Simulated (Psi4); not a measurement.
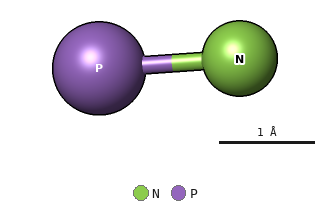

**Figure 1.** The structure as given in the input (ball-and-stick view, seen at a tilt). Bond lengths as drawn: N–P 1.52 Å.

## PN: excited-state calculation

PN (phosphorous nitride), computed with TDDFT (BP86)/aug-cc-pVDZ, RKS (Psi4 1.11).

The geometry was optimised with BP86/aug-cc-pVDZ.

## What the program printed
```
Psi4 1.11 release

   => Loading Basis Set <=

    Name: AUG-CC-PVDZ
    Role: ORBITAL
    Keyword: BASIS

         ---------------------------------------------------------
                                   SCF
                              RKS Reference
                        1 Threads,   1525 MiB Core
         ---------------------------------------------------------

  ==> Geometry <==

    Molecular point group: c2v
    Full point group: C_inf_v

    Geometry (in Angstrom), charge = 0, multiplicity = 1:

       Center              X                  Y                   Z               Mass
    ------------   -----------------  -----------------  -----------------  -----------------
         N            0.000000000000     0.000000000000    -1.046426922183    14.003074004430
         P            0.000000000000     0.000000000000     0.473084077817    30.973761998420

  Running in c2v symmetry.

  Rotational constants: A = ************  B =      0.75711  C =      0.75711 [cm^-1]
  Rotational constants: A = ************  B =  22697.65876  C =  22697.65876 [MHz]
  Nuclear repulsion =   36.566768598812374

  Charge       = 0
  Multiplicity = 1
  Electrons    = 22
  Nalpha       = 11
  Nbeta        = 11

  ==> Algorithm <==

  SCF Algorithm Type is DF.
  DIIS enabled.
  MOM disabled.
  Fractional occupation disabled.
  Guess Type is SAD.
  Energy threshold   = 1.00e-06
  Density threshold  = 1.00e-06
  Integral threshold = 1.00e-12

  ==> Primary Basis <==

  Basis Set: AUG-CC-PVDZ
    Blend: AUG-CC-PVDZ
    Number of shells: 20
    Number of basis functions: 50
    Number of Cartesian functions: 54
    Spherical Harmonics?: true
    Max angular momentum: 2

  ==> DFT Potential <==

   => LibXC <=

    Version 7.1.2

   => Composite Functional: BP86 <=

    BP86 GGA Exchange-Correlation Functional

    Deriv               =              1
    GGA                 =           TRUE
    Meta                =          FALSE

    Exchange Hybrid     =          FALSE
    MP2 Hybrid          =          FALSE

   => Exchange Functionals <=

    1.0000     XC_GGA_X_B88

   => Correlation Functionals <=

    1.0000     XC_GGA_C_P86

   => LibXC Density Thresholds  <==

    XC_GGA_C_P86:  1.00E-15
    XC_GGA_X_B88:  1.00E-15

   => Molecular Quadrature <=

    Radial Scheme          =       TREUTLER
    Pruning Scheme         =           NONE
    Nuclear Scheme         =       TREUTLER

    Blocking Scheme        =         OCTREE
    BS radius alpha        =              1
    Pruning alpha          =              1
    Radial Points          =             75
    Spherical Points       =            302
    Total Points           =          44337
    Total Blocks           =            413
    Max Points             =            255
    Max Functions          =             50
    Weights Tolerance      =       1.00E-15

   => Loading Basis Set <=

    Name: (AUG-CC-PVDZ AUX)
    Role: JKFIT
    Keyword: DF_BASIS_SCF

  ==> Integral Setup <==

  DFHelper Memory: AOs need 0.005 GiB; user supplied 1.055 GiB.
  SCF_SUBTYPE=INCORE selected. In-core MEM_DF algorithm will be used.
  Using in-core AOs.

  ==> MemDFJK: Density-Fitted J/K Matrices <==

    J tasked:                   Yes
    K tasked:                    No
    wK tasked:                   No
    Memory [MiB]:              1080
    Algorithm:                 Core
    Schwarz Cutoff:           1E-12
    Mask sparsity (%):       0.0000
    Fitting Condition:        1E-10

   => Auxiliary Basis Set <=

  Basis Set: (AUG-CC-PVDZ AUX)
    Blend: AUG-CC-PVDZ-JKFIT
    Number of shells: 68
    Number of basis functions: 214
    Number of Cartesian functions: 251
    Spherical Harmonics?: true
    Max angular momentum: 3

  Cached 100.0% of DFT collocation blocks in 0.062 [GiB].

  Minimum eigenvalue in the overlap matrix is 1.9127945507E-03.
  Reciprocal condition number of the overlap matrix is 4.5721352021E-04.
    Using symmetric orthogonalization.

  ==> Pre-Iterations <==

  SCF Guess: Superposition of Atomic Densities via on-the-fly atomic UHF (no occupation information).

   -------------------------
    Irrep   Nso     Nmo
   -------------------------
     A1        24      24
     A2         4       4
     B1        11      11
     B2        11      11
   -------------------------
    Total      50      50
   -------------------------

  ==> Iterations <==

                           Total Energy        Delta E     RMS |[F,P]|

   @DF-RKS iter SAD:  -395.69254851172377   -3.95693e+02   0.00000e+00
   @DF-RKS iter   1:  -395.55726487539187    1.35284e-01   3.62120e-02 ADIIS/DIIS
   @DF-RKS iter   2:  -390.03954984595276    5.51772e+00   7.58231e-02 ADIIS/DIIS
   @DF-RKS iter   3:  -395.61676112335761   -5.57721e+00   3.24915e-02 ADIIS/DIIS
   @DF-RKS iter   4:  -396.10773101937440   -4.90970e-01   2.99170e-03 ADIIS/DIIS
   @DF-RKS iter   5:  -396.10483401090966    2.89701e-03   4.07296e-03 ADIIS/DIIS
   @DF-RKS iter   6:  -396.11229121178570   -7.45720e-03   1.87023e-04 ADIIS/DIIS
   @DF-RKS iter   7:  -396.11229853628510   -7.32450e-06   1.56445e-04 ADIIS/DIIS
   @DF-RKS iter   8:  -396.11230887336052   -1.03371e-05   5.53420e-05 DIIS
   @DF-RKS iter   9:  -396.11231019780314   -1.32444e-06   4.99989e-07 DIIS
   @DF-RKS iter  10:  -396.11231019781474   -1.15961e-11   4.43275e-07 DIIS
  Energy and wave function converged.

  ==> Post-Iterations <==

   Electrons on quadrature grid:
      Ntotal   =   21.9999998078 ; deviation = -1.922e-07

    Orbital Energies [Eh]
    ---------------------

    Doubly Occupied:

       1A1   -76.428965     2A1   -14.064501     3A1    -6.373701
       1B1    -4.591649     1B2    -4.591649     4A1    -4.587302
       5A1    -0.783702     6A1    -0.459612     2B1    -0.307949
       2B2    -0.307949     7A1    -0.292458

    Virtual:

       3B2    -0.129522     3B1    -0.129522     8A1    -0.004939
       9A1     0.014558     4B1     0.045534     4B2     0.045534
      10A1     0.085091    11A1     0.130654    12A1     0.131382
       1A2     0.131382     5B2     0.136664     5B1     0.136664
      13A1     0.230181     6B1     0.237001     6B2     0.237001
      14A1     0.363779     7B1     0.465211     7B2     0.465211
      15A1     0.482750    16A1     0.549612     2A2     0.549613
      17A1     0.553109     8B1     0.600723     8B2     0.600723
      18A1     0.629530     3A2     0.629530     9B1     0.800913
       9B2     0.800913    19A1     0.850066    10B1     1.014989
      10B2     1.014989    20A1     1.033049    21A1     1.116590
      22A1     1.806369     4A2     2.127239    23A1     2.127245
      11B1     2.195801    11B2     2.195801    24A1     2.531777

    Final Occupation by Irrep:
             A1    A2    B1    B2
    DOCC [     7,    0,    2,    2 ]
    NA   [     7,    0,    2,    2 ]
    NB   [     7,    0,    2,    2 ]

  @DF-RKS Final Energy:  -396.11231019781474

   => Energetics <=

    Nuclear Repulsion Energy =             36.5667685988123736
    One-Electron Energy =                -618.3839217582860783
    Two-Electron Energy =                 215.7532634281198511
    DFT Exchange-Correlation Energy =     -30.0484204664608896
    Empirical Dispersion Energy =           0.0000000000000000
    VV10 Nonlocal Energy =                  0.0000000000000000
    Total Energy =                       -396.1123101978147361

Computation Completed

Properties will be evaluated at   0.000000,   0.000000,   0.000000 [a0]

Properties computed using the SCF density matrix

 Multipole Moments:

 ------------------------------------------------------------------------------------
     Multipole            Electronic (a.u.)      Nuclear  (a.u.)        Total (a.u.)
 ------------------------------------------------------------------------------------

 L = 1.  Multiply by 2.5417464519 to convert [e a0] to [Debye]
 Dipole X            :          0.0000000            0.0000000            0.0000000
 Dipole Y            :          0.0000000            0.0000000            0.0000000
 Dipole Z            :          1.4486575           -0.4322319            1.0164256
 Magnitude           :                                                    1.0164256

 ------------------------------------------------------------------------------------

	total time  =          1 seconds =       0.02 minutes

******************************************************************************************
**********                               WARNING                                **********
**********       The names of excited state variables changed between 1.5       **********
**********     and 1.6. For a quick solution, remove the symmetry specifier     **********
**********   from the variable name. For full details, see 'Notes on Psivars'   **********
**********                        in the documentation.                         **********
******************************************************************************************

         ---------------------------------------------------------
                         TDSCF excitation energies
         ---------------------------------------------------------

  ==> Options <==

     Residual threshold  : 1.0000e-04
     Initial guess       : denominators
     Reference           : RHF
     Solver type         : RPA (Hamiltonian)

  ==> Requested Excitations <==

      2 singlet states with A1 symmetry
      2 singlet states with A2 symmetry
      1 singlet states with B1 symmetry
      1 singlet states with B2 symmetry

  ==> Seeking the lowest 2 singlet states with A1 symmetry

                        Generalized Hamiltonian Solver

  ==> Options <==

    Max number of iterations        = 60
    Eigenvector tolerance           = 1.0000e-04
    Max number of expansion vectors = 400

  => Iterations <=
                              Max[D[value]]     Max[|R|]   # vectors
  HamiltonianSolver iter   1:   2.82587e-01  1.30443e-01      8
  HamiltonianSolver iter   2:   8.82557e-03  5.67297e-02     10
  HamiltonianSolver iter   3:   9.81723e-04  1.62244e-02     14
  HamiltonianSolver iter   4:   4.18669e-05  5.73568e-03     18
  HamiltonianSolver iter   5:   3.31219e-06  1.72510e-03     22
  HamiltonianSolver iter   6:   2.40197e-07  5.66781e-04     24
  HamiltonianSolver iter   7:   2.38145e-08  1.47037e-04     26
  HamiltonianSolver iter   8:   1.51446e-09  8.07714e-05     28      Converged

  ==> Seeking the lowest 2 singlet states with A2 symmetry

                        Generalized Hamiltonian Solver

  ==> Options <==

    Max number of iterations        = 60
    Eigenvector tolerance           = 1.0000e-04
    Max number of expansion vectors = 400

  => Iterations <=
                              Max[D[value]]     Max[|R|]   # vectors
  HamiltonianSolver iter   1:   1.91517e-01  4.85101e-02      8
  HamiltonianSolver iter   2:   7.32718e-04  1.00156e-02      9
  HamiltonianSolver iter   3:   1.32489e-05  1.62006e-03     11
  HamiltonianSolver iter   4:   3.46113e-07  1.57183e-04     13
  HamiltonianSolver iter   5:   4.73990e-09  2.75146e-05     15      Converged

  ==> Seeking the lowest 1 singlet states with B1 symmetry

                        Generalized Hamiltonian Solver

  ==> Options <==

    Max number of iterations        = 60
    Eigenvector tolerance           = 1.0000e-04
    Max number of expansion vectors = 200

  => Iterations <=
                              Max[D[value]]     Max[|R|]   # vectors
  HamiltonianSolver iter   1:   1.86894e-01  1.30227e-01      4
  HamiltonianSolver iter   2:   5.29477e-03  2.76401e-02      5
  HamiltonianSolver iter   3:   1.13504e-04  8.69460e-03      7
  HamiltonianSolver iter   4:   1.03935e-05  2.40152e-03      9
  HamiltonianSolver iter   5:   7.25021e-07  5.08724e-04     11
  HamiltonianSolver iter   6:   3.64127e-08  1.19704e-04     13
  HamiltonianSolver iter   7:   1.16302e-09  3.59926e-05     15      Converged

  ==> Seeking the lowest 1 singlet states with B2 symmetry

                        Generalized Hamiltonian Solver

  ==> Options <==

    Max number of iterations        = 60
    Eigenvector tolerance           = 1.0000e-04
    Max number of expansion vectors = 200

  => Iterations <=
                              Max[D[value]]     Max[|R|]   # vectors
  HamiltonianSolver iter   1:   1.86894e-01  1.30227e-01      4
  HamiltonianSolver iter   2:   5.29477e-03  2.76401e-02      5
  HamiltonianSolver iter   3:   1.13504e-04  8.69460e-03      7
  HamiltonianSolver iter   4:   1.03935e-05  2.40152e-03      9
  HamiltonianSolver iter   5:   7.25021e-07  5.08724e-04     11
  HamiltonianSolver iter   6:   3.64127e-08  1.19704e-04     13
  HamiltonianSolver iter   7:   1.16302e-09  3.59926e-05     15      Converged

******************************************************************************************
**********                               WARNING                                **********
**********  Length-gauge rotatory strengths are **NOT** gauge-origin invariant  **********
******************************************************************************************

                                    Excitation Energy         Total Energy        Oscillator Strength             Rotatory Strength
     #   Sym: GS->ES (Trans)        au              eV              au          au (length)    au (velocity)    au (length)    au (velocity)
    ---- -------------------- --------------- --------------- --------------- --------------- --------------- --------------- ---------------
     1      A1->A2 (1 A2)      0.17843         4.85523        -395.93388       0.0000          0.0000          0.0000         -0.0000
     2      A1->B2 (1 B2)      0.18147         4.93818        -395.93084       0.0028          0.0026          0.0000         -0.0000
     3      A1->B1 (1 B1)      0.18147         4.93818        -395.93084       0.0028          0.0026          0.0000         -0.0000
     4      A1->A2 (1 A2)      0.19077         5.19113        -395.92154       0.0000          0.0000          0.0000         -0.0000
     5      A1->A1 (1 A1)      0.19077         5.19114        -395.92154       0.0000          0.0000          0.0000         -0.0000
     6      A1->A1 (1 A1)      0.27273         7.42147        -395.83958       0.0152          0.0159          0.0000         -0.0000

Contributing excitations and de-excitations
Only contributions with abs(coeff) > 1.00e-01 will be printed:

Excited State    1 (1 A2):   0.17843 au   255.36 nm f = 0.0000
  Sums of squares: Xssq =  1.000000e+00; Yssq =  1.461969e-27; Xssq - Yssq =  1.000000e+00
      2b1  ->   3b2    -0.707107 (50.000%)
      2b2  ->   3b1     0.707107 (50.000%)

Excited State    2 (1 B2):   0.18147 au   251.07 nm f = 0.0028
  Sums of squares: Xssq =  1.004400e+00; Yssq =  4.399762e-03; Xssq - Yssq =  1.000000e+00
      7a1  ->   3b2     0.999287 (99.858%)

Excited State    3 (1 B1):   0.18147 au   251.07 nm f = 0.0028
  Sums of squares: Xssq =  1.004400e+00; Yssq =  4.399762e-03; Xssq - Yssq =  1.000000e+00
      7a1  ->   3b1     0.999287 (99.858%)

Excited State    4 (1 A2):   0.19077 au   238.84 nm f = 0.0000
  Sums of squares: Xssq =  1.001404e+00; Yssq =  1.403565e-03; Xssq - Yssq =  1.000000e+00
      2b1  ->   3b2    -0.707203 (50.014%)
      2b2  ->   3b1    -0.707203 (50.014%)

Excited State    5 (1 A1):   0.19077 au   238.84 nm f = 0.0000
  Sums of squares: Xssq =  1.001404e+00; Yssq =  1.403593e-03; Xssq - Yssq =  1.000000e+00
      2b1  ->   3b1    -0.707203 (50.014%)
      2b2  ->   3b2     0.707203 (50.014%)

Excited State    6 (1 A1):   0.27273 au   167.06 nm f = 0.0152
  Sums of squares: Xssq =  1.024238e+00; Yssq =  2.423840e-02; Xssq - Yssq =  1.000000e+00
      7a1  ->   8a1     0.690723 (47.710%)
      7a1  ->   9a1     0.141487 ( 2.002%)
      7a1  ->  10a1     0.127462 ( 1.625%)
      2b1  ->   3b1    -0.486202 (23.639%)
      2b2  ->   3b2    -0.486202 (23.639%)
      2b1  <-   3b1     0.101633 ( 1.033%)
      2b2  <-   3b2     0.101633 ( 1.033%)

******************************************************************************************
**********                               WARNING                                **********
**********       The names of excited state variables changed between 1.5       **********
**********     and 1.6. For a quick solution, remove the symmetry specifier     **********
**********   from the variable name. For full details, see 'Notes on Psivars'   **********
**********                        in the documentation.                         **********
******************************************************************************************

  Variable Map:
  ----------------------------------------------------------------------------
  "CURRENT ENERGY"              =>    -396.112310197815
  "CURRENT REFERENCE ENERGY"    =>    -396.112310197815
  "DD SOLVATION ENERGY"         =>       0.000000000000
  "DFT FUNCTIONAL TOTAL ENERGY" =>    -396.112310197815
  "DFT TOTAL ENERGY"            =>    -396.112310197815
  "DFT VV10 ENERGY"             =>       0.000000000000
  "DFT XC ENERGY"               =>     -30.048420466461
  "GRID ELECTRONS ALPHA"        =>      10.999999903890
  "GRID ELECTRONS BETA"         =>      10.999999903890
  "GRID ELECTRONS TOTAL"        =>      21.999999807780
  "NUCLEAR REPULSION ENERGY"    =>      36.566768598812
  "ONE-ELECTRON ENERGY"         =>    -618.383921758286
  "PCM POLARIZATION ENERGY"     =>       0.000000000000
  "PE ENERGY"                   =>       0.000000000000
  "SCF ITERATION ENERGY"        =>    -396.112310197815
  "SCF ITERATIONS"              =>      10.000000000000
  "SCF TOTAL ENERGY"            =>    -396.112310197815
  "TWO-ELECTRON ENERGY"         =>     215.753263428120
  "XC GRID RADIAL POINTS"       =>      75.000000000000
  "XC GRID SPHERICAL POINTS"    =>     302.000000000000
  "XC GRID TOTAL POINTS"        =>   44337.000000000000

  Array Variable Map:
  ----------------------------------------------------------------------------
  "CURRENT DIPOLE"              =>       0.000000000000 ... 1.016425610648 1 by 3
  "SCF DIPOLE"                  =>       0.000000000000 ... 1.016425610648 1 by 3
  "SCF TOTAL ENERGIES"          =>    -395.692548511724 ... -396.112310197815 1 by 11

    Psi4 run time: 0:00:06.79
```

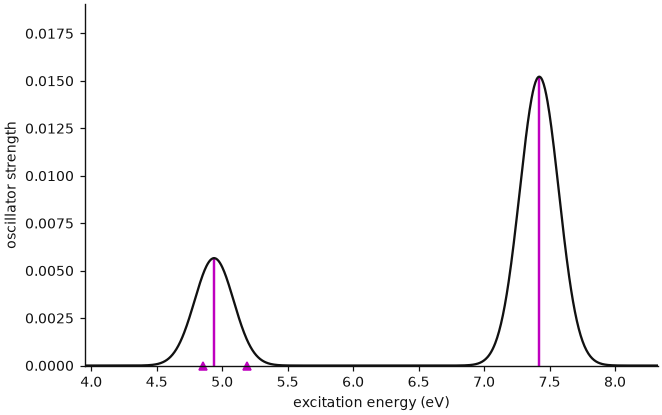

**Figure 2.** Computed excitations as sticks (degenerate states added up, dark ones marked on the axis), with a Gaussian envelope of 0.35 eV full width at half maximum, scaled to the tallest. Of the 6 states the lowest lies at 4.86 eV (f = 0.000); the strongest line is at 7.42 eV, or 167 nm (f = 0.015).

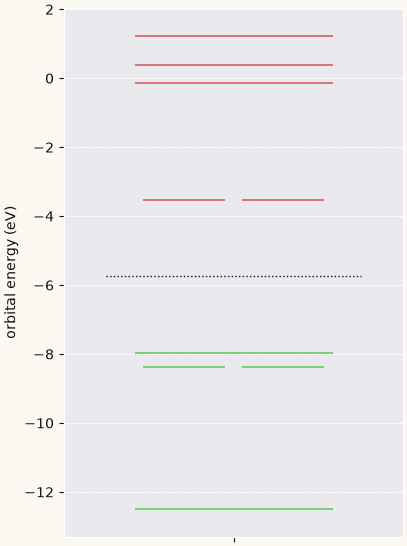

**Figure 3.** Orbital energies near the frontier; the dotted line parts filled from empty levels, and levels within 0.02 eV of each other stand side by side. Highest filled −7.96 eV, lowest empty −3.52 eV, 4.44 eV apart.

This output came from the following input.

## The input (input.inp)
```python
memory 1.6 GB

molecule molecule1 {
  N      0.000000     0.000000    -0.019727
  P      0.000000     0.000000     1.499784
  units angstrom
}

set {
  basis aug-cc-pVDZ
  save_jk true
}

from psi4.driver.procrouting.response.scf_response import tdscf_excitations
result, w = energy("bp86", return_wfn=True)
states = tdscf_excitations(w, states=6, tda=False)
print_variables()
```

Launch command:
```bash
psi4 input.inp input.out -n 1
```

## Summary

```tsv
quantity	value
outcome	converged
total energy	−396.112310 hartree
basis functions	50
HOMO	−7.96 eV
LUMO	−3.52 eV
dipole moment	2.58 D
lowest excitation	4.86 eV
hardware	1 thread of Intel Xeon @ 2.90GHz (Ice Lake), 64 GiB of memory available, shared host
wall time	8.1 s
peak memory	0.3 GiB
```
